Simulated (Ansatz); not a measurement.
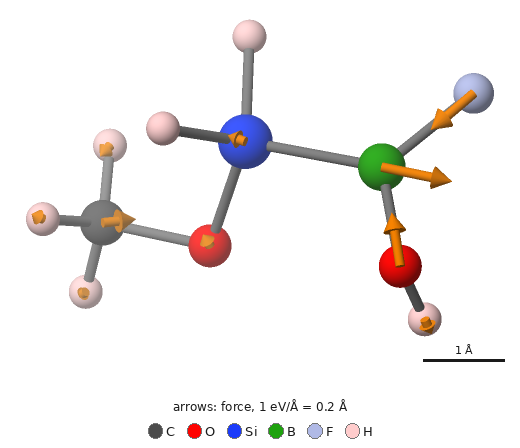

Starting geometry of CH$_{6}$BFO$_{2}$Si (coarse preliminary run) with the computed forces as orange arrows. A ball-and-stick model, seen at a tilt.

The start comes from a force field.

These are results of RKS PBE-D4/def2-SVP in Ansatz, not measurements.

The input:
```yaml
crystal:
  periodic: [false, false, false]
  atoms:
    - {symbol: C, position_ang: [-0.199900, -2.169900, -0.174500]}
    - {symbol: O, position_ang: [-0.556300, -0.793000, -0.504900]}
    - {symbol: Si, position_ang: [0.341500, 0.246500, 0.514000]}
    - {symbol: B, position_ang: [0.051700, 2.105000, 0.094800]}
    - {symbol: O, position_ang: [0.242500, 2.597600, -1.261500]}
    - {symbol: F, position_ang: [-0.570200, 2.983900, 1.108300]}
    - {symbol: H, position_ang: [0.852400, -2.351700, -0.368100]}
    - {symbol: H, position_ang: [-0.805100, -2.769600, -0.855000]}
    - {symbol: H, position_ang: [-0.526800, -2.352100, 0.905000]}
    - {symbol: H, position_ang: [1.812700, 0.003700, 0.344800]}
    - {symbol: H, position_ang: [0.016000, -0.007700, 1.955700]}
    - {symbol: H, position_ang: [-0.581400, 2.452200, -1.724700]}
basis:
  gaussian: {orbitals: def2-SVP}
hamiltonian: {xc: pbe, dispersion: d4}
relax: {f_tol: 0.03, max_steps: 200}
```

Run as
```bash
ansatz run in.yaml --threads 4 --pin off --events-out ev --progress --plain --max-ram 10444MiB
```

Question: What follows when this structure is relaxed?

Answer: It isn't relaxed: the largest force vector, on B4, is 4.52 eV/Å. The final displacements have little in common with the starting forces (cosine between the two patterns 0.18). H12 moves most after the best rigid fit: 1.37 Å. By element the largest moves are H 1.37 Å, F 1.10 Å, O 1.03 Å, Si 0.41 Å, C 0.35 Å, B 0.11 Å. Some distances before and after: B4–F6 1.479 → 1.339 Å, Si3–B4 1.927 → 2.035 Å, B4–O5 1.456 → 1.353 Å, C1–O2 1.460 → 1.416 Å. Among the angles between lasting bonds that change: O2–Si3–B4 112.2° → 95.1°, C1–O2–Si3 108.1° → 124.4°, B4–Si3–H10 106.2° → 116.9°. Groups turn about B4–O5 by about 90°, Si3–B4 by about 60°. After 17 accepted moves (19 points after the start) the energy has fallen by 140.7 kJ/mol. Largest force component: 4 eV/Å at the start, 0.018 eV/Å at the end. The line search rejected the trial steps at points 12, 16 of the run.
